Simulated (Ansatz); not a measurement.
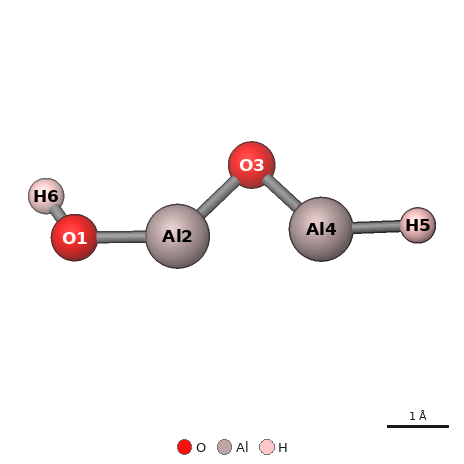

Orthographic view. Atoms fade into the background with distance from the viewer. The geometry was computed by an optimisation with PBE-D4/def2-SVP. No frequency run is at hand to confirm it as a minimum.

Write a Z-matrix (Å, degrees) in the order of the atom numbers, with these reference atoms: 2 to 1; 3 to 2, 1; 4 to 3, 2, 1; 5 to 4, 3, 2; 6 to 1, 2, 3.

```
O  
Al   1   1.711
O    2   1.776   1   129.6
Al   3   1.756   2    84.7   1  -178.6
H    4   1.603   3   133.1   2  -178.9
H    1   0.972   2   123.2   3    -0.3
```
